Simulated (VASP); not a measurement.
Band structure of AlAs (zinc blende). Calculation: HSE06 screened hybrid with spin-orbit coupling, VASP's PBE PAW potentials (set 64) (plane waves; VASP).

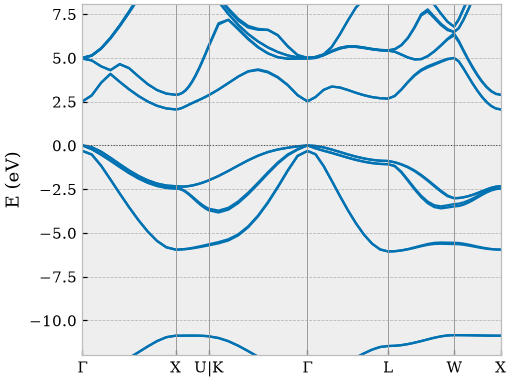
Figure: Bands along high-symmetry lines, zero at the valence-band maximum or, without a gap, the Fermi level

Q: Read the plot: is there a gap, and where are the band edges?

A: The gap is indirect, 2.06 eV, from the valence maximum at Γ to the conduction minimum at X.

Measured: gap 2.28 eV (computed value off by -0.22 eV), as given by Wei Chen et al., Physical Review Materials (2018), doi:10.1103/physrevmaterials.2.073803 [zero-point renormalisation of 0.04 eV added back (the table's ZPR column)].

The compound is AlAs in the zinc blende structure. It was relaxed first. The cell's shape comes from a PBE relaxation.
